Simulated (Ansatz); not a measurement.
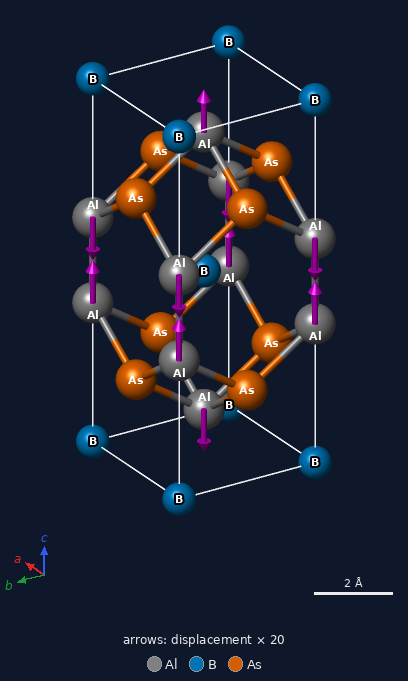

This is a relaxation of a crystal of Al₂BAs₂ (a generated structure, set up in I4/mmm) (coarse preliminary run). The starting structure is drawn; purple arrows show the displacements (the part carried along by the change of the cell is left out), 20 times their true length.

A ball-and-stick model of the conventional cell (2 times the calculation's cell), seen from a free direction. Lengths and directions refer to the drawn axes.

The calculation used DFT PBE, scalar-relativistic, plane waves, PAW (Ansatz 0.2.0). (plane-wave cutoff 420 eV; k-point mesh 6 × 6 × 6; occupations gaussian; smearing width 0.1 eV; no spin polarisation; cell and atoms relaxed; force threshold 0.04 eV/Å; at most 70 steps)

### Atoms of which element are displaced furthest, and by how much?

Aluminium: up to 0.061 Å, against 0.000 Å for boron.

### What did the optimiser do to the structure, and how much energy did it gain?

The largest moves relative to the cell, 0.061 Å, are those of Al atoms. B and As stay in place. The drawn cell changes as follows: a = b 4.178 → 4.214 Å (+0.9 %), c 10.386 → 11.093 Å (+6.8 %); the volume changes by +8.7 %. Near-neighbour distances that change, for instance: Al–As 2.502 → 2.605 Å, Al–Al 2.439 → 2.483 Å. Among the angles between lasting bonds that change: As–Al–As 113.2° → 108.0°, Al–As–Al 113.2° → 108.0°, Al–Al–As 123.4° → 126.0°. The space group stays I4/mmm (No. 139). After 4 accepted moves (5 points after the start) the energy has fallen by 48.4 meV per atom. The largest force component goes from 0.75 to 0.019 eV/Å. Pressure: 7.60 GPa at the start and −0.03 GPa at the end. The SCF was repeated once at an unchanged geometry on a basis and grid sized afresh for the cell, which shifted the energy by 0.7 meV per atom at most. The run took 47 s on 1 thread of AMD EPYC 7571, on a shared host, peak memory 0.42 GiB.
